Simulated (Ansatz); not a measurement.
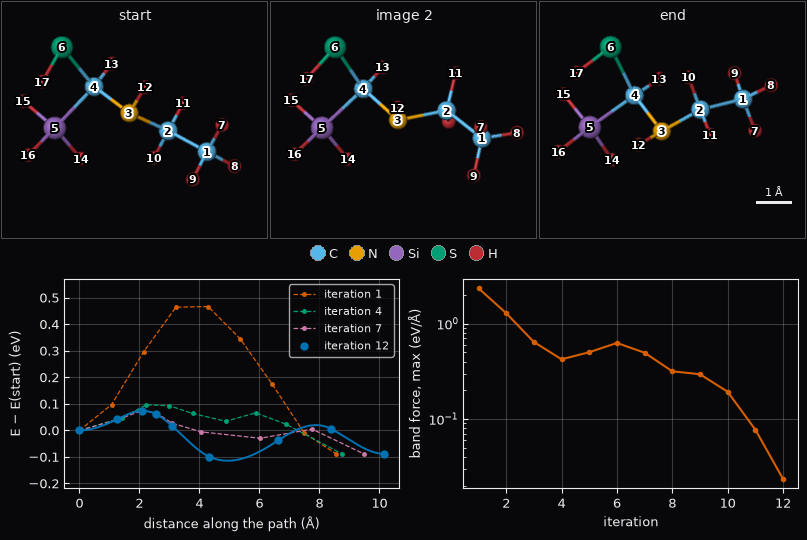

A nudged-elastic-band calculation for C3H11NSSi. Images are numbered from 0 (start) to 8 (end). The plot follows the band through its iterations. The picture is a ball-and-stick view, seen from a free direction.

Method: Ansatz 0.2.0, RKS PBE0/STO-3G. Run with 7 movable images; climbing image; force threshold 0.03 eV/Å; iteration limit 41; starting path by image-dependent pair potential.

> Judge this run.

The run is converged, with reservations. The band converged in 12 iterations. The largest component of the band force went from 2.3 to 0.024 eV/Å. The climbing image converged on the top of the path. Its curvatures weren't checked. The first iteration put the highest image at 0.467 eV. Relative to the start the highest point is image 2 at +0.074 eV and the end lies at −0.089 eV, but the profile dips to −0.099 eV at image 5 on the way, so the process runs in steps.

Limits of the set-up: STO-3G is a minimal basis, so the numbers are rough.

Cost: 6.6 min on 1 thread of Arm Neoverse V1 (shared host), peak memory 0.14 GiB.
